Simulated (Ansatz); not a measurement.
**Abstraction of Cl: CHBrCl2 + C2H4ClSi → CHBrCl + C2H4Cl2Si**

Species: CHBrCl2 (bromodichloromethane) `ClC(Cl)Br`, singlet; C2H4ClSi `C=C[SiH]Cl`, doublet; CHBrCl `Cl[CH]Br`, doublet; C2H4Cl2Si `C=C[SiH](Cl)Cl`, singlet. A radical takes Cl: the energy is the difference in strength between the C–Cl bond broken and the Si–Cl bond made.

Shapes, held fixed at every level: PBE0-D4/def2-TZVP. Flexible molecules stand in one conformer, not always the lowest. Programs: Ansatz 0.2.0. The zero-point and thermal change to 298 K, harmonic and unscaled (PBE0-D4/def2-TZVP), is -1.6 kJ/mol.

```csv
level,kind,ΔH(298 K) (kJ/mol),less CCSD(T)/def2-TZVPP
MP2/def2-TZVPP,perturbation theory,-164.2,-7.6
SPW92/def2-TZVPP,LDA,-132.7,+23.9
B3LYP-D4/def2-TZVPP,global hybrid,-154.7,+1.9
BHLYP-D4/def2-TZVPP,global hybrid,-169.8,-13.2
PBE0-D4/def2-TZVPP,global hybrid,-151.9,+4.7
r2SCAN0-D4/def2-TZVPP,global hybrid,-165.4,-8.8
CCSD(T)/def2-SVP,coupled cluster or CI,-152.2,+4.4
CCSD(T)/def2-TZVPP,coupled cluster or CI,-156.6,0.0
```

The highest level, CCSD(T)/def2-TZVPP, gives ΔH(298 K) = -156.6 kJ/mol; the levels span -169.8 to -132.7. The column of differences is taken from that level and isn't an error. No measured value is set beside it here. Spin contamination: C2H4ClSi (⟨S²⟩ up to 0.87). Open shells run unrestricted. Relativity is left out for Br. Outer-core shells of Br are correlated in most correlated rows, in sets that cover them unevenly.

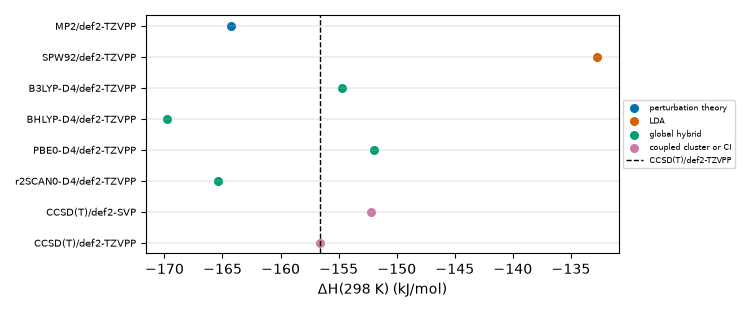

The values of the table, level by level.
